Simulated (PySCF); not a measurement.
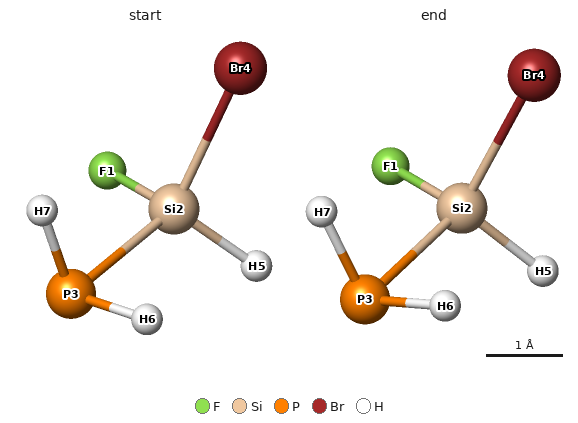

The structure of SiPH3BrF before (left) and after (right) a relaxation, at one scale.

A ball-and-stick model, seen from a free direction.

The start comes from GFN2-xTB.

Level of theory: PBE0-D3(BJ)/def2-SVP geometry optimisation, gas phase in PySCF 2.14.0, density-fitted response routines. 

Q: Summarise the run.

A: The atom that moves furthest after the best rigid fit is H6 (0.23 Å). By element the largest moves are H 0.23 Å, Br 0.17 Å, P 0.10 Å, F 0.10 Å, Si 0.03 Å. Among the contacts that change: P3–H6 1.386 → 1.430 Å, Si2–H5 1.448 → 1.485 Å, F1–Si2 1.603 → 1.620 Å, Si2–P3 2.231 → 2.246 Å. Among the angles between lasting bonds that change: P3–Si2–H5 116.3° → 111.3°, F1–Si2–Br4 103.4° → 107.2°, Si2–P3–H6 94.1° → 91.4°. Over 8 geometry steps the energy falls by 2.45 kcal/mol. The largest force component goes from 0.98 to 0.014 eV/Å. The forces were under the threshold at step 3, but the run went on from there.
